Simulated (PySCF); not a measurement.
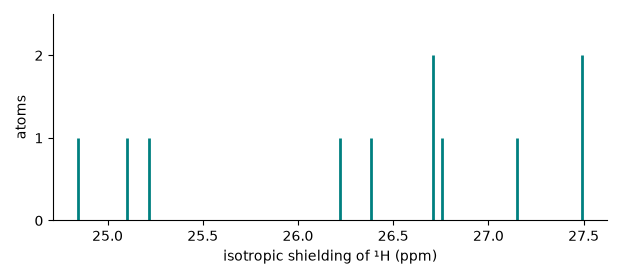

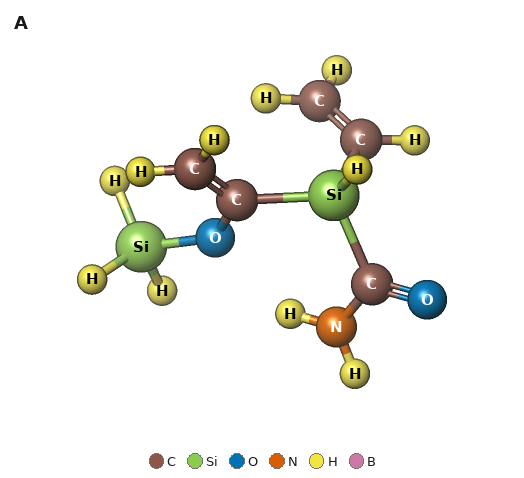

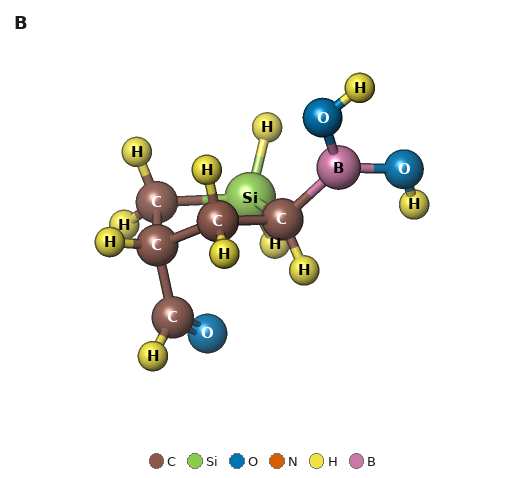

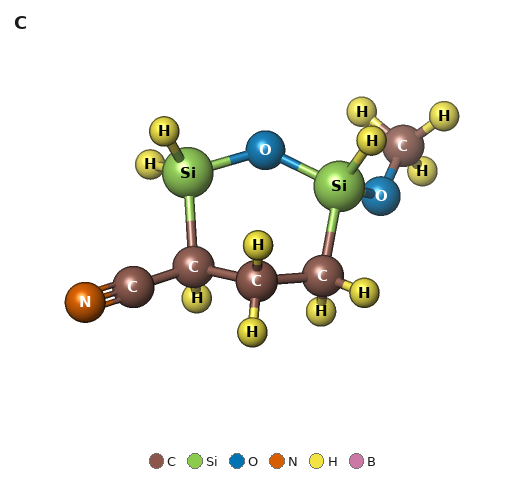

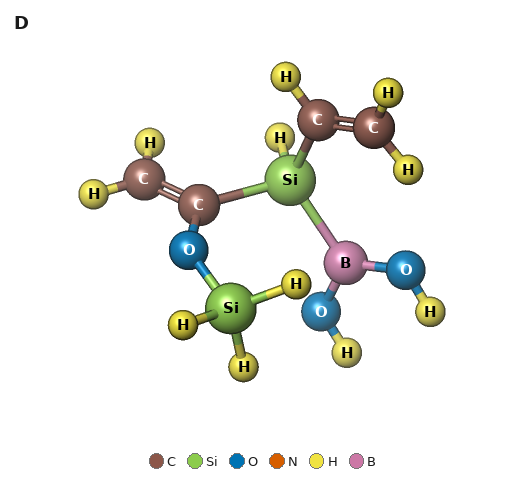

The sticks are computed shieldings of one of the molecules, for one fixed geometry (GFN2-xTB) without averaging over rotations. Low shielding means a high chemical shift. Method: GIAO PBE0/pcSseg-1 NMR shielding, non-relativistic, gas phase (PySCF 2.14.0).

> Match the spectrum to a structure.

D, `C=C[Si@@H](B(O)O)C(=C)O[SiH3]`. Its 11 H atoms give lines at 24.85, 25.10, 25.22, 26.22, 26.38, 26.71 (2 atoms), 26.75, 27.15, 27.49 (2 atoms) ppm.

The geometry is semi-empirical. Around B, Si such bond lengths and angles can be off by a tenth of an ångström or more and by several degrees, and values that hang on the shape move with them.
